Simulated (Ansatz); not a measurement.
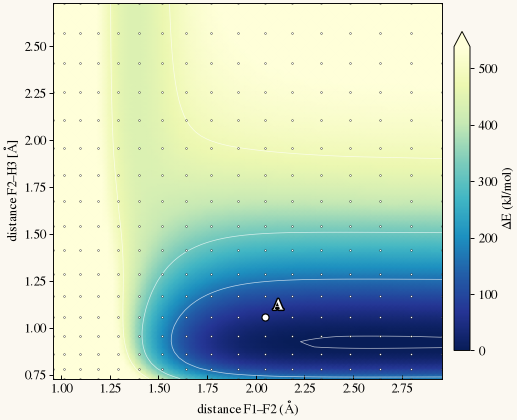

The system F + FH, spin multiplicity 2. Coordinates scanned: (1) distance F1–F2; (2) distance F2–H3. Nothing is relaxed (the angle F1–F2–H3 is fixed at 180 degrees). The scan uses a 17 × 17 grid. Points are written as (first, second). All energies are given in kJ/mol relative to the lowest grid point. In part of the range the unrestricted reference is strongly spin-contaminated. Theory: UKS PBE0-D4/def2-SVPD in Ansatz 0.2.0.

The picture shows a smooth colour map with a few white contour lines, dots at the grid points, one colour for all values above the top of the scale, the point A. Between grid points the surface is interpolated.

Question: Is A at rest? If not, where is it pushed?

Answer: A, at (2.046 Å, 1.058 Å), is not a stationary point. The computed force is 71 kJ/mol for each Å towards larger values of distance F1–F2 and 490 kJ/mol for each Å towards smaller values of distance F2–H3.
